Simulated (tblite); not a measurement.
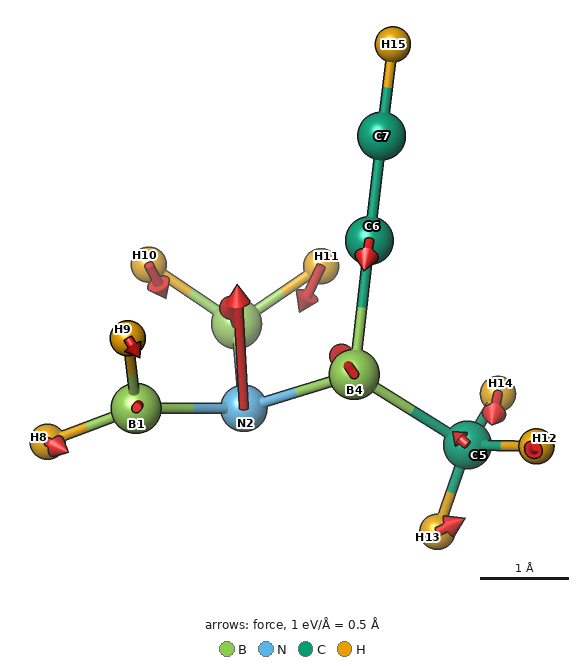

Starting geometry of C3H8B3N (charge +1, multiplicity 2) with the computed forces as red arrows. Style: ball-and-stick. Shown face on.

All numbers below come from GFN2-xTB geometry optimisation, gas phase in tblite 0.8.0. 

Is this structure relaxed? If not, where do the atoms go?

It isn't relaxed: the largest force vector, on the N atom, is 3.25 eV/Å. The final displacements have little in common with the starting forces (cosine between the two patterns 0.27). The energy falls by 200.4 kJ/mol in 140 geometry steps. The atom that moves furthest after the best rigid fit is an H atom (2.30 Å). By element the largest moves are H 2.30 Å, C 0.98 Å, B 0.98 Å, N 0.58 Å. Near-neighbour distances that change, for instance: B–N 1.529 → 1.415 Å, B–N 1.541 → 1.442 Å, B–N 1.503 → 1.436 Å, B–C 1.551 → 1.503 Å. Among the angles between lasting bonds that change: B–N–B 106.5° → 125.4°, N–B–H 110.8° → 122.1°, N–B–C 112.4° → 122.5°. Cost: 0.84 s on 1 thread of Arm Neoverse V1, on a shared host.
